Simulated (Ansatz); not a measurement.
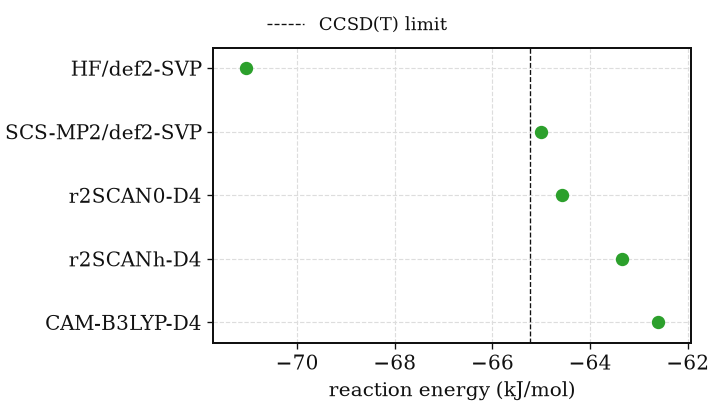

Electronic reaction energy of BSnSiH₆F (F[SiH2][BH][SnH3]) + AlH₃S ([AlH2][SH]) → AlSnH₅S ([AlH2][S][SnH3]) + BSiH₄F (B[SiH2]F) (SMILES in brackets) at several levels (functionals in def2-TZVPP unless a basis is named), isolated molecules at PBE0-D4 triple-zeta geometries, minima by their frequencies, no zero-point or thermal terms, the Ansatz code. The line is frozen-core CCSD(T) at the basis limit (MP2 extrapolated from triple and quadruple zeta, plus CCSD(T) less MP2 in a smaller set). The distance of HF/def2-SVP and SCS-MP2/def2-SVP to the limit includes basis error. Core potentials past Kr. The limit lies 5.4 kJ/mol from CCSD(T)/def2-TZVPP, so the line itself is uncertain by a part of that.

### What range do the values span, the line included?

From −71.0 kJ/mol (HF/def2-SVP) to −62.6 kJ/mol (CAM-B3LYP-D4).

### Give the values.

| level | kJ/mol | less CCSD(T) limit |
| --- | --- | --- |
| HF/def2-SVP | −71.0 | −5.8 |
| SCS-MP2/def2-SVP | −65.0 | 0.2 |
| r2SCAN0-D4 | −64.6 | 0.6 |
| r2SCANh-D4 | −63.3 | 1.9 |
| CAM-B3LYP-D4 | −62.6 | 2.6 |
| CCSD(T) limit | −65.2 | 0.0 |

Note: outer-core shells are correlated without core-valence functions, which makes the correlated values less sure; spin-orbit coupling is left out, and with Sn it can shift these values; one conformer of each flexible molecule.
